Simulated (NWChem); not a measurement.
**AlH2Cl3O (SMILES [OH2+][Al-]([Cl])([Cl])[Cl]): levels of theory compared**

Aim: a comparison of 3 runs (HF/STO-3G, HF/3-21G, B3LYP/6-31G*) of AlH2Cl3O. 

Program for the calculation: NWChem 7.3.0.

**1. The system as given**

AlH2Cl3O has 7 atoms, charge 0, and is taken as a singlet. As SMILES, `[OH2+][Al-]([Cl])([Cl])[Cl]`. Geometry: relaxed at PBE0-D4/def2-TZVP.

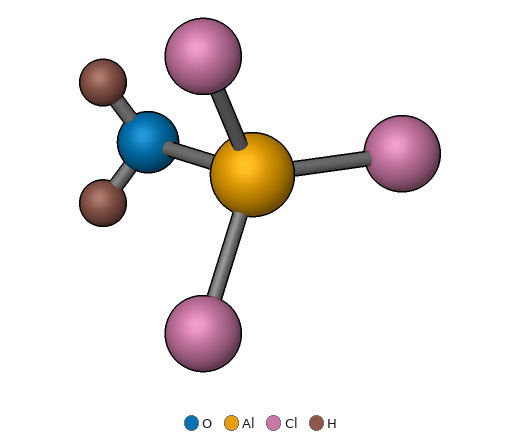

The structure, seen from a chosen angle (oxygen blue, aluminium amber, chlorine pink, hydrogen brown).

**2. Energy and forces at HF/STO-3G (run 1)**

The input, calc.nw:

```
start calc
title "AlCl3H2O hf"
memory stack 880 mb heap 220 mb global 1100 mb

geometry noautosym nocenter noautoz
   O     -0.708500     0.516700     0.761100
   Al     0.327400    -0.534100    -0.510400
   Cl     2.096000    -0.665500     0.636000
   Cl    -0.753000    -2.302600    -0.789600
   Cl     0.297800     0.864000    -2.092800
   H     -0.990600     1.359600     0.381100
   H     -0.208000     0.693800     1.569000
end

basis spherical bse
   O library STO-3G
   Al library STO-3G
   Cl library STO-3G
   H library STO-3G
end

scf
   thresh 1e-08
   maxiter 80
end

task scf gradient
```

Run with:

```console
$ nwchem calc.nw > calc.out
```

Log:

```text
[...]
  functions       =    43
[...]
  wavefunction    = RHF
[...]
         Total SCF energy =  -1678.077134561767
      One-electron energy =  -3173.089933661805
      Two-electron energy =   1072.135460283022
 Nuclear repulsion energy =    422.877338817017
        Time for solution =      2.6s
[...]
                         RHF ENERGY GRADIENTS
    atom               coordinates                        gradient
                 x          y          z           x          y          z
   1 O      -1.338871   0.976421   1.438270   -0.019066   0.044920   0.037654
   2 Al      0.618696  -1.009303  -0.964516    0.009571  -0.009993  -0.011898
   3 Cl      3.960866  -1.257613   1.201866    0.013530  -0.002452   0.007797
   4 Cl     -1.422964  -4.351283  -1.492128   -0.005133  -0.010028  -0.002235
   5 Cl      0.562760   1.632723  -3.954819   -0.000104   0.009152  -0.012898
   6 H      -1.871963   2.569271   0.720175    0.006760  -0.021064   0.000137
   7 H      -0.393063   1.311092   2.964980   -0.005558  -0.010534  -0.018556
[...]
```

It took 4.2 s on 1 thread of Intel Xeon Platinum 8375C at 2.90GHz (Ice Lake), shared host; peak memory 0.099 GiB.

**3. Energy and forces at HF/3-21G (run 2)**

The input, calc.nw:

```
start calc
memory total 2200 mb
charge 0
geometry units angstrom noautosym nocenter noautoz
O       -0.708500       0.516700       0.761100
Al       0.327400      -0.534100      -0.510400
Cl       2.096000      -0.665500       0.636000
Cl      -0.753000      -2.302600      -0.789600
Cl       0.297800       0.864000      -2.092800
H       -0.990600       1.359600       0.381100
H       -0.208000       0.693800       1.569000
end
basis spherical bse
* library 3-21G
end
scf
thresh 1e-08
maxiter 80
print medium
end
task scf gradient
```

Run with:

```console
$ nwchem calc.nw > calc.out
```

Log:

```text
[...]
  functions       =    65
[...]
  wavefunction    = RHF
[...]
         Total SCF energy =  -1688.362909672693
      One-electron energy =  -3180.883880235748
      Two-electron energy =   1069.643631746039
 Nuclear repulsion energy =    422.877338817017
        Time for solution =      3.1s
[...]
                         RHF ENERGY GRADIENTS
    atom               coordinates                        gradient
                 x          y          z           x          y          z
   1 O      -1.338871   0.976421   1.438270   -0.023741  -0.001235   0.014885
   2 Al      0.618696  -1.009303  -0.964516    0.017166  -0.006182  -0.014766
   3 Cl      3.960866  -1.257613   1.201866   -0.026771   0.000528  -0.016607
   4 Cl     -1.422964  -4.351283  -1.492128    0.017662   0.029424   0.004854
   5 Cl      0.562760   1.632723  -3.954819   -0.000731  -0.021612   0.022903
   6 H      -1.871963   2.569271   0.720175    0.013132  -0.004669   0.001837
   7 H      -0.393063   1.311092   2.964980    0.003283   0.003746  -0.013107
[...]
```

Wall time 5.1 s (1 thread of Intel Xeon Platinum 8375C at 2.90GHz (Ice Lake), shared host); peak memory 0.099 GiB.

**4. Energy and forces at B3LYP/6-31G(d) (Cartesian functions) (run 3)**

The input, run.py:

```python
from ase import Atoms
from ase.calculators.nwchem import NWChem

system = Atoms('OAlClClClHH', positions=[
    [-0.708500, 0.516700, 0.761100],
    [0.327400, -0.534100, -0.510400],
    [2.096000, -0.665500, 0.636000],
    [-0.753000, -2.302600, -0.789600],
    [0.297800, 0.864000, -2.092800],
    [-0.990600, 1.359600, 0.381100],
    [-0.208000, 0.693800, 1.569000],
])

calc = NWChem(
    label='m1',
    theory='dft',
    memory='2200 mb',
    basis='6-31G*',
    dft={'xc': 'b3lyp', 'mult': '1', 'grid': 'fine', 'convergence': 'energy 1e-08', 'iterations': '100', 'mulliken': None},
)
system.calc = calc

forces = system.get_forces()
e = system.get_potential_energy()
print(f"E = {e:.6f} eV")
print("forces (eV/A):")
for s, f in zip(system.symbols, forces):
    print(f"{s:2s} {f[0]:10.5f} {f[1]:10.5f} {f[2]:10.5f}")
print("dipole (e A):", system.get_dipole_moment().round(4))
```

Run with:

```console
$ export ASE_NWCHEM_COMMAND="nwchem PREFIX.nwi > PREFIX.nwo"
$ python run.py
```

Log:

```text
E = -46250.984381 eV
forces (eV/A):
O    -0.22955   -0.32535   -0.02797
Al    0.04201   -0.07862   -0.07209
Cl    0.28873   -0.02088    0.16352
Cl   -0.17458   -0.29352   -0.04952
Cl    0.01322    0.21314   -0.25438
H    -0.14624    0.40351   -0.14738
H     0.20646    0.10166    0.38783
dipole (e A): [-0.4229  0.7935  0.7235]
```

The calculator wrote m1.nwi:

```
title "m1"

permanent_dir m1

scratch_dir m1

start m1

geometry units angstrom nocenter noautosym noautoz
  O  -7.0850000000000002e-01 5.1670000000000005e-01 7.6110000000000000e-01
  Al 3.2740000000000002e-01 -5.3410000000000002e-01 -5.1039999999999996e-01
  Cl 2.0960000000000001e+00 -6.6549999999999998e-01 6.3600000000000001e-01
  Cl -7.5300000000000000e-01 -2.3026000000000000e+00 -7.8959999999999997e-01
  Cl 2.9780000000000001e-01 8.6399999999999999e-01 -2.0928000000000000e+00
  H  -9.9060000000000004e-01 1.3595999999999999e+00 3.8109999999999999e-01
  H  -2.0799999999999999e-01 6.9379999999999997e-01 1.5690000000000000e+00
end

memory 2200 mb

basis noprint
   * library 6-31G*
end

dft
  xc b3lyp
  mult 1
  grid fine
  convergence energy 1e-08
  iterations 100
  mulliken
end

task dft gradient
```

m1.nwo:

```text
Northwest Computational Chemistry Package (NWChem) 7.3.0
             --------------------------------------------------------

           Job information
           ---------------

    nwchem branch   = 7.3.0
    use scalapack   = T
    input           = m1.nwi
    prefix          = m1.
    data base       = m1/m1.db
    status          = startup
    nproc           =        1

           Memory information
           ------------------

[... 5 lines left out ...]
    hardfail = no
[... 108 lines left out ...]
  convergence criterion.
[... 43 lines left out ...]
          Spatial weights used:  Erf1
[... 32 lines left out ...]
 1-e energy   =   -3188.904767
[... 43 lines left out ...]
           Coulomb energy =     1182.614486613689
[... 747 lines left out ...]
          Convergence on density requested:  1.00D-05
[... 29 lines left out ...]
          total energy or number of iterations.
[... 38 lines left out ...]
                 ----------------------------------------
                 |  Time  |  1-e(secs)   |  2-e(secs)   |
                 ----------------------------------------
                 |  CPU   |       0.01   |       6.66   |
                 ----------------------------------------
                 |  WALL  |       0.01   |       6.66   |
                 ----------------------------------------

 Task  times  cpu:       31.5s     wall:       31.5s
 Total times  cpu:       31.5s     wall:       31.5s
```

It took 33 s on 1 thread of Intel Xeon Platinum 8375C at 2.90GHz (Ice Lake), shared host; peak memory 0.13 GiB.

**5. Overview of the runs**

```
run                               level  Cartesian functions  iteration cap   energy (Eh)  dipole moment (D)  HOMO energy (eV)  LUMO energy (eV)  wall time
  1                           HF/STO-3G                   no             80  -1678.077135               6.34            -10.12              7.73      4.2 s
  2                            HF/3-21G                   no             80  -1688.362910               6.49            -12.38              2.82      5.1 s
  3  B3LYP/6-31G* (Cartesian functions)                  yes            100  -1699.692340               5.54             -8.36             -0.91       33 s
```

**6. Summary of results**

```
                       quantity           value
            run 3: total energy  -1699.69234 Eh
           run 3: dipole moment          5.54 D
             run 3: HOMO energy        -8.36 eV
             run 3: LUMO energy        -0.91 eV
           run 3: HOMO–LUMO gap         7.45 eV
run 3: largest force on an atom      0.454 eV/Å
```

The dipole moment (its size) runs from 5.54 D (B3LYP/6-31G*) to 6.49 D (HF/3-21G). The two ends differ in method and basis. The HOMO–LUMO gap runs from 7.45 eV (B3LYP/6-31G*) to 17.85 eV (HF/STO-3G). In run 1 the basis is minimal, so the values are rough. All runs together took 42 s, the longest 33 s.
